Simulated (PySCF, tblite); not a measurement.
# BH7O2Si3: geometry, infrared bands and NMR shifts

Wanted: the infrared bands and NMR shifts of BH7O2Si3 (`B1O[SiH2][SiH2]O[SiH2]1`), by calculation.

The runs use tblite 0.8.0 and PySCF 2.14.0, with density-fitted response routines of our own; the level of theory stands in each step. All values are computed, except where a source is named. Atoms are numbered from 0 throughout.

**1. Starting geometry**

13 atoms, charge 0, multiplicity 1; geometry from: force field or distance geometry start.

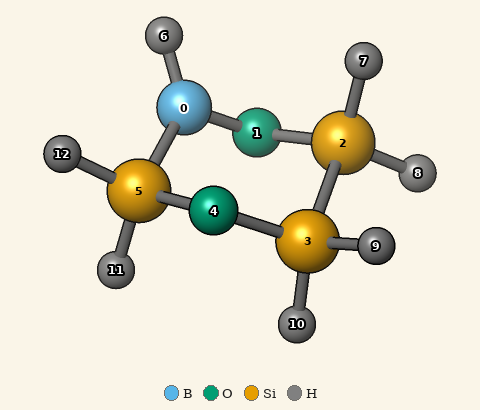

The starting geometry (boron blue, oxygen teal, silicon amber, hydrogen grey), atoms numbered; sticks join atoms by distance.

**2. Geometry optimisation with GFN2-xTB**

What the job is given:

```
{"job": {"kind": "relax", "xc": "GFN2-xTB", "basis": "xTB"}, "charge": 0, "multiplicity": 1}
B      0.625200    -1.570300    -0.352900
O     -0.785100    -1.512500    -0.809800
Si    -1.597000    -0.507600     0.328700
Si    -0.538700     1.487000     0.321700
O      1.144600     1.238000     0.650300
Si     1.722600     0.044700    -0.468800
H      1.002800    -2.489500     0.269500
H     -1.563900    -1.096000     1.674300
H     -2.995100    -0.320700    -0.101800
H     -1.117200     2.338500     1.378800
H     -0.712100     2.125700    -0.980900
H      1.707700     0.567600    -1.838300
H      3.101800    -0.304400    -0.088600
```

Run with:

```console
OMP_NUM_THREADS=1 python probes_run.py task.json out
```

One launch serves the whole session: the jobs run in the order shown.

The program printed:

```text
step      E/eV     max force
  0    -496.53513    3.299
  1    -496.87849    2.094
  2    -497.06703    1.894
  3    -497.15252    0.981
  4    -497.38979    0.966
  5    -497.47815    1.187
  6    -497.60548    0.872
  7    -497.69674    0.737
  8    -497.76855    0.633
  9    -497.82188    0.521
 10    -497.85202    0.471
 11    -497.88011    0.451
 12    -497.92311    0.568
 13    -497.97108    0.557
 14    -498.01396    0.606
 15    -498.04803    0.422
 16    -498.07390    0.341
 17    -498.09591    0.300
 18    -498.11479    0.305
 19    -498.13430    0.361
 20    -498.15945    0.351
 21    -498.18188    0.392
 22    -498.19573    0.446
 23    -498.20647    0.319
 24    -498.21849    0.227
 25    -498.22531    0.221
 26    -498.23327    0.186
 27    -498.23687    0.161
 28    -498.24058    0.128
 29    -498.24373    0.182
 30    -498.24687    0.186
 31    -498.24949    0.115
 32    -498.25133    0.096
 33    -498.25251    0.099
 34    -498.25345    0.099
 35    -498.25418    0.074
 36    -498.25471    0.057
 37    -498.25514    0.049
 38    -498.25560    0.063
 39    -498.25617    0.065
 40    -498.25684    0.068
 41    -498.25754    0.070
 42    -498.25824    0.069
 43    -498.25892    0.070
 44    -498.25959    0.074
 45    -498.26032    0.068
 46    -498.26116    0.075
 47    -498.26208    0.080
 48    -498.26288    0.081
 49    -498.26347    0.076
 50    -498.26393    0.064
 51    -498.26455    0.080
 52    -498.26546    0.085
 53    -498.26635    0.070
 54    -498.26681    0.044
 55    -498.26699    0.030
 56    -498.26711    0.037
 57    -498.26732    0.039
 58    -498.26755    0.035
 59    -498.26769    0.029
 60    -498.26775    0.026
 61    -498.26779    0.023
 62    -498.26784    0.020
 63    -498.26790    0.021
 64    -498.26794    0.017
 65    -498.26797    0.013
 66    -498.26800    0.013
 67    -498.26803    0.021
 68    -498.26807    0.022
 69    -498.26809    0.013
 70    -498.26811    0.009
```

It took 0.79 s on 1 thread of Arm Neoverse N1, shared host; peak memory 0.18 GiB.

The steps of the relaxation: (not every step is listed)

```csv
step,energy from step 0 (eV),largest force (eV/Å)
0,0.0000,3.2985
1,-0.3434,2.0942
2,-0.5319,1.8942
3,-0.6174,0.9809
4,-0.8547,0.9662
5,-0.9430,1.1867
6,-1.0704,0.8724
7,-1.1616,0.7366
8,-1.2334,0.6327
13,-1.4359,0.5574
18,-1.5797,0.3053
23,-1.6713,0.3191
28,-1.7055,0.1281
33,-1.7174,0.0990
38,-1.7205,0.0626
43,-1.7238,0.0702
48,-1.7278,0.0806
53,-1.7312,0.0696
58,-1.7324,0.0348
63,-1.7328,0.0213
65,-1.7328,0.0128
66,-1.7329,0.0133
67,-1.7329,0.0210
68,-1.7329,0.0221
69,-1.7330,0.0132
70,-1.7330,0.0093
```

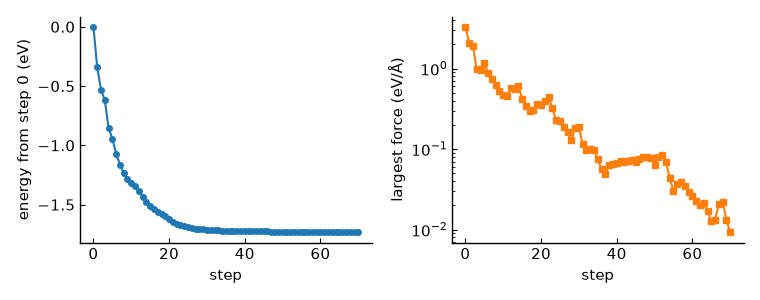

Energy and largest force along the relaxation.

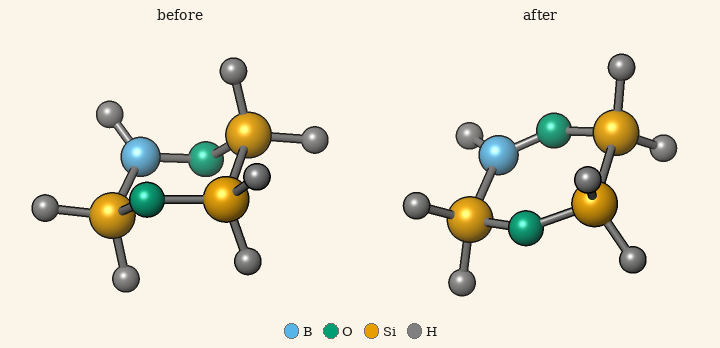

The geometry before (left) and after (right).

Close pairs (by a distance rule), those that changed most:

```csv
bond,before (Å),after (Å),change (Å)
B0–O1,1.484,1.325,-0.159
Si3–O4,1.733,1.628,-0.105
O4–Si5,1.735,1.651,-0.084
O1–Si2,1.722,1.646,-0.076
Si2–Si3,2.258,2.309,+0.051
B0–Si5,1.956,1.978,+0.022
B0–H6,1.173,1.185,+0.013
Si3–H10,1.461,1.469,+0.008
```

The next job starts from the end point, and lists it.

**3. Infrared spectrum with GFN2-xTB**

What the job is given:

```
{"job": {"kind": "ir", "xc": "GFN2-xTB", "basis": "xTB"}, "charge": 0, "multiplicity": 1}
B      0.668721    -1.676348    -0.300565
O     -0.590729    -1.540910     0.088143
Si    -1.726281    -0.419219     0.489826
Si    -0.662438     1.623162     0.327985
O      0.835079     1.222775    -0.171043
Si     1.787021    -0.066577    -0.568550
H      1.036673    -2.791943    -0.459222
H     -2.127404    -0.897033     1.819717
H     -2.777035    -0.732730    -0.487582
H     -0.444759     2.356137     1.582074
H     -1.161465     2.537437    -0.707421
H      2.206514     0.261073    -1.940410
H      2.951714     0.124663     0.309319
```

The program printed:

```text
mode    cm-1     km/mol
  1      50.8      0.08
  2      79.0      3.08
  3     205.0      1.65
  4     215.5      0.40
  5     236.9      3.17
  6     349.5     14.53
  7     363.2     61.58
  8     405.8     31.39
  9     453.7     23.36
 10     465.8      0.30
 11     560.3     24.48
 12     604.1     17.40
 13     607.0     10.31
 14     621.2     32.02
 15     639.9     64.66
 16     654.1    291.09
 17     682.8      0.51
 18     704.2      4.32
 19     748.1    488.08
 20     758.0    545.84
 21     787.6    124.71
 22     794.6    195.48
 23     804.3    135.73
 24     998.4    405.25
 25    1100.3     67.95
 26    1335.6    331.48
 27    2170.4     12.86
 28    2176.1    153.49
 29    2194.9    543.26
 30    2195.9    857.05
 31    2200.5    363.43
 32    2204.8     21.07
 33    2494.3    247.52
```

It took 0.74 s on 1 thread of Arm Neoverse N1, shared host; peak memory 0.18 GiB.

Which atoms move in the most intense modes:

```csv
cm⁻¹,km/mol,atoms
654,291.1,"H8 16 %, H7 15 %, H9 14 %, H10 14 %"
748,488.1,"Si2 19 %, H8 14 %, H7 14 %, H9 13 %"
758,545.8,"H8 28 %, H7 27 %, H9 12 %, H10 12 %"
998,405.2,"O4 75 %, Si3 11 %"
1336,331.5,"B0 53 %, O1 44 %"
2195,543.3,"H9 46 %, H11 17 %, H7 16 %"
2196,857.0,"H10 49 %, H8 17 %, H7 17 %, H12 12 %"
2200,363.4,"H12 32 %, H11 19 %, H8 16 %, H9 14 %"
```

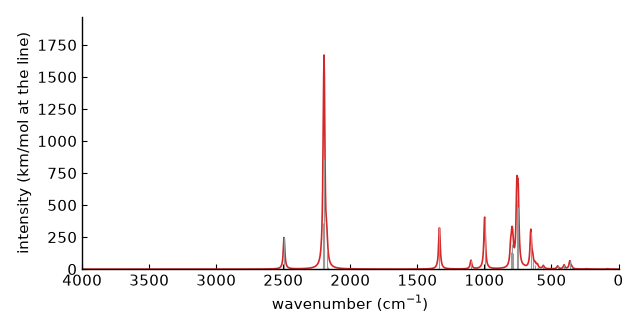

The infrared spectrum from these modes, unscaled. Lines are broadened to a width of 14 cm⁻¹ (Lorentzian).

**4. Shielding tensors: PBE0/pcSseg-1**

Same as in step 3 but for these lines:

```diff
@@ -1,2 +1,2 @@
-{"job": {"kind": "ir", "xc": "GFN2-xTB", "basis": "xTB"}, "charge": 0, "multiplicity": 1}
+{"job": {"kind": "nmr", "xc": "PBE0", "basis": "pcSseg-1"}, "charge": 0, "multiplicity": 1}
 B      0.668721    -1.676348    -0.300565
```

Level: GIAO PBE0/pcSseg-1 NMR shielding, non-relativistic, gas phase.

The program printed:

```text
coarse grid: 12472 points
cycle   1  E = -1047.2498833816  dE =  7.578e-01  |g| = 1.015e+00  |ddm| = 3.377e+00
cycle   2  E = -1046.7334721258  dE =  5.164e-01  |g| = 1.897e+00  |ddm| = 2.959e+00
cycle   3  E = -1047.4329188672  dE = -6.994e-01  |g| = 9.544e-02  |ddm| = 2.328e+00
cycle   4  E = -1047.4346934515  dE = -1.775e-03  |g| = 3.800e-02  |ddm| = 1.658e-01
cycle   5  E = -1047.4350452491  dE = -3.518e-04  |g| = 6.706e-03  |ddm| = 5.073e-02
cycle   6  E = -1047.4350514448  dE = -6.196e-06  |g| = 4.082e-03  |ddm| = 9.173e-03
cycle   7  E = -1047.4350543582  dE = -2.913e-06  |g| = 5.675e-04  |ddm| = 3.680e-03
final grid: 107008 points
cycle   8  E = -1047.4877244779  dE = -1.588e-05  |g| = 9.411e-03  |ddm| = 1.641e-02
cycle   9  E = -1047.4876965679  dE =  2.791e-05  |g| = 1.569e-02  |ddm| = 1.785e-02
cycle  10  E = -1047.4877396107  dE = -4.304e-05  |g| = 6.998e-04  |ddm| = 1.261e-02
cycle  11  E = -1047.4877397371  dE = -1.264e-07  |g| = 1.694e-04  |ddm| = 1.249e-03
cycle  12  E = -1047.4877397434  dE = -6.278e-09  |g| = 7.178e-05  |ddm| = 2.439e-04
cycle  13  E = -1047.4877397442  dE = -8.251e-10  |g| = 2.246e-05  |ddm| = 7.346e-05
converged SCF energy = -1047.4877397442

GIAO shielding tensors (ppm)
atom      isotropic    diamagn.    paramagn.     s11        s22        s33       span
  0 B       38.116     196.445    -158.329    -36.681     41.944    109.085    145.766
  1 O       94.470     397.694    -303.225   -213.954     51.774    445.589    659.543
  2 Si     388.324     880.247    -491.924    352.554    357.497    454.921    102.367
  3 Si     391.272     880.001    -488.729    343.725    363.279    466.812    123.087
  4 O      365.431     401.021     -35.590    257.665    406.574    432.053    174.388
  5 Si     393.293     880.840    -487.547    346.164    353.907    479.808    133.644
  6 H       25.259      29.109      -3.850     23.457     25.151     27.171      3.714
  7 H       25.939      29.024      -3.084     23.118     24.612     30.087      6.969
  8 H       25.938      29.081      -3.142     23.140     24.580     30.095      6.954
  9 H       25.999      28.991      -2.992     22.804     24.294     30.898      8.094
 10 H       25.997      28.978      -2.981     22.811     24.306     30.873      8.062
 11 H       26.445      29.260      -2.815     22.896     25.091     31.349      8.452
 12 H       26.450      29.228      -2.778     22.878     25.089     31.383      8.506
```

Run time: 41 s. Hardware: 1 thread of Arm Neoverse N1, shared host; peak memory 0.73 GiB.

The references, computed at this level on geometries of the same kind, shield at (ppm): 1H TMS 31.72, 29Si TMS 349.2, 17O H2O 336.1, 11B BF3·OEt2 100.1. Their shielding less the atom's gives the shift. The references are single molecules in the gas phase, so shifts against H2O, NH3, PH3, H3PO4 or CFCl3 are not on the usual liquid scales and can be off by tens of ppm. Atoms listed in one row are averaged.

```csv
atoms,environment,σ (ppm),δ (ppm)
H6,"hydrogen on a boron bonded to O, Si, in a 6-membered ring",25.26,6.46
"H7, H8","hydrogen on a silicon bonded to O, Si, in a 6-membered ring",25.94,5.78
"H9, H10","hydrogen on a silicon bonded to O, Si, in a 6-membered ring",26.00,5.72
"H11, H12","hydrogen on a silicon bonded to B, O, in a 6-membered ring",26.45,5.27
B0,"boron bonded to O, Si, H, in a 6-membered ring",38.1,62.0
O1,"oxygen bonded to B, Si, in a 6-membered ring",94.5,241.6
O4,"oxygen bonded to 2 Si, in a 6-membered ring",365.4,-29.4
Si2,"silicon bonded to O, Si, 2 H, in a 6-membered ring",388.3,-39.2
Si3,"silicon bonded to O, Si, 2 H, in a 6-membered ring",391.3,-42.1
Si5,"silicon bonded to B, O, 2 H, in a 6-membered ring",393.3,-44.1
```

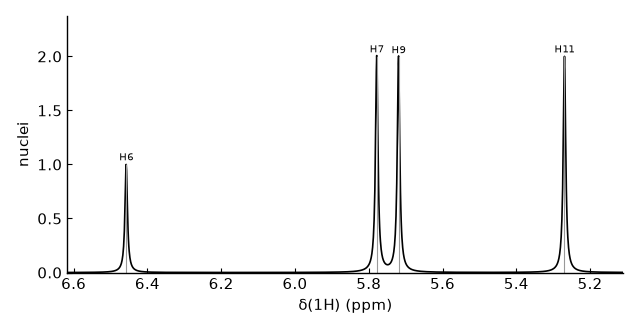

1H lines at the computed shifts, without couplings. Lines are broadened to a width of 0.01 ppm (Lorentzian).

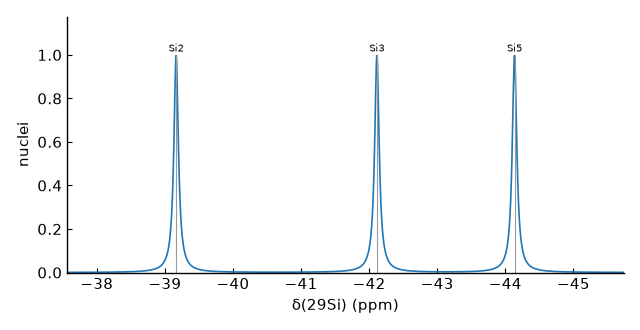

29Si lines at the computed shifts, without couplings. Lines are broadened to a width of 0.08 ppm (Lorentzian).

Charges from the same density, by scheme (e):

```csv
atoms,Mulliken,IAO,Hirshfeld,ESP fit
B0,0.13,0.00,0.12,0.34
O1,-0.57,-0.57,-0.23,-0.36
Si2,0.50,0.68,0.33,0.39
Si3,0.59,0.72,0.32,0.45
O4,-0.75,-0.89,-0.31,-0.39
Si5,0.66,0.82,0.32,0.35
```

Mulliken charges:

B0 0.13; O1 -0.57; Si2 0.50; Si3 0.59; O4 -0.75; Si5 0.66; H6 -0.01; H7 -0.08; H8 -0.08; H9 -0.10; H10 -0.10; H11 -0.11; H12 -0.11

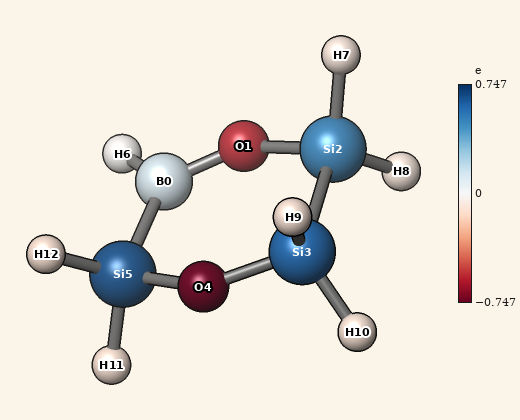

Mulliken charges, as colours on the atoms.

Mayer bond orders: B0–O1 1.24, O1–Si2 0.84, Si2–Si3 0.89, Si3–O4 0.94, O4–Si5 0.86, Si5–B0 0.95.

Ring of atoms B0, O1, Si2, Si3, O4, Si5: NICS(0) 1.2, NICS(1) 0.3, NICS(1)zz 4.6 ppm (means of both faces).

The fields below are evaluated on a grid from the run's orbitals.

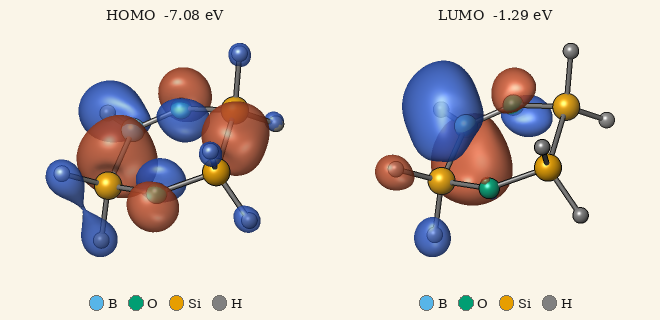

Frontier orbitals at PBE0/pcSseg-1; each surface holds 70 % of the orbital's density, blue and red mark the sign.

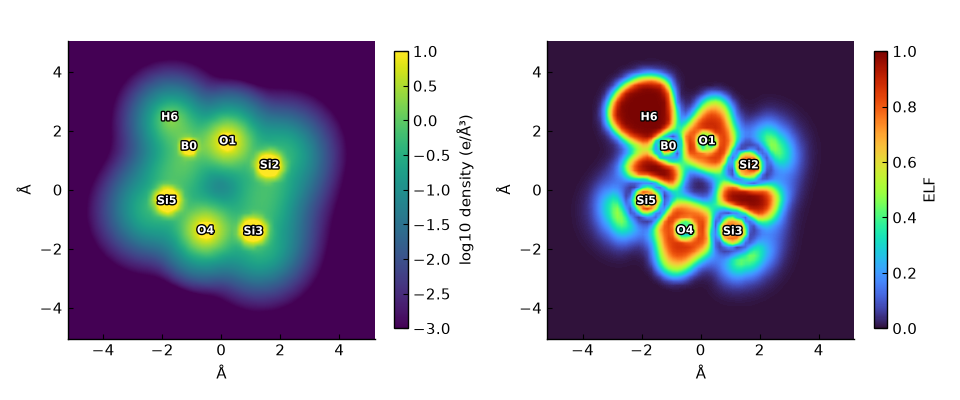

Density (left) and ELF (right) in a plane through or near 7 of the atoms.

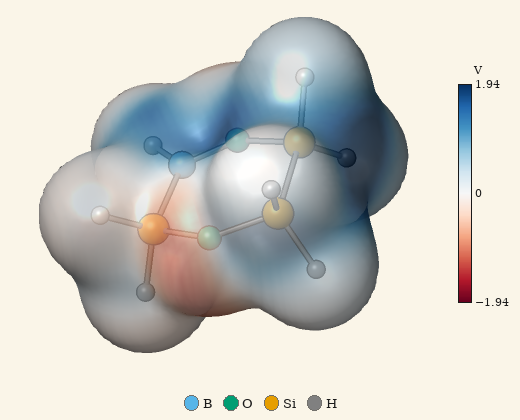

Electrostatic potential on the surface of density 0.002 e/bohr³; red is low, blue high. It runs from -1.01 V near O4 to 1.94 V near Si2.

**5. Outcome**

| quantity | value |
| --- | --- |
| strongest single infrared mode (GFN2-xTB) | 2196 cm⁻¹, 857 km/mol |
| zero-point energy (GFN2-xTB) | 44.1 kcal/mol |
| 1H shifts against TMS (PBE0/pcSseg-1, means over atoms taken as alike) | 6.46, 5.78, 5.72, 5.27 ppm |
| 11B shifts against BF3·OEt2 (PBE0/pcSseg-1) | 62.0 ppm |
| 17O shifts against H2O (PBE0/pcSseg-1) | 241.6, -29.4 ppm |
| 29Si shifts against TMS (PBE0/pcSseg-1) | -39.2, -42.1, -44.1 ppm |
| surface potential, least and greatest | -1.01 V and 1.94 V |

**Reading.** Over 70 steps the energy fell by 1.733 eV; of the close pairs, B0–O1 changed most, 1.484 to 1.325 Å. No mode is imaginary among the 33: a minimum at this level. Unscaled tight-binding wavenumbers are off by several per cent, some by more. Its intensities can rank the bands wrongly. At PBE0/pcSseg-1: The widest tensor belongs to O1: span 660 ppm, with a paramagnetic part of -303 ppm. By nearest atom (PBE0/pcSseg-1), the HOMO sits on O1, O4 about 15 % each; B0 16 % and the LUMO on B0 50 %; O1 13 %.
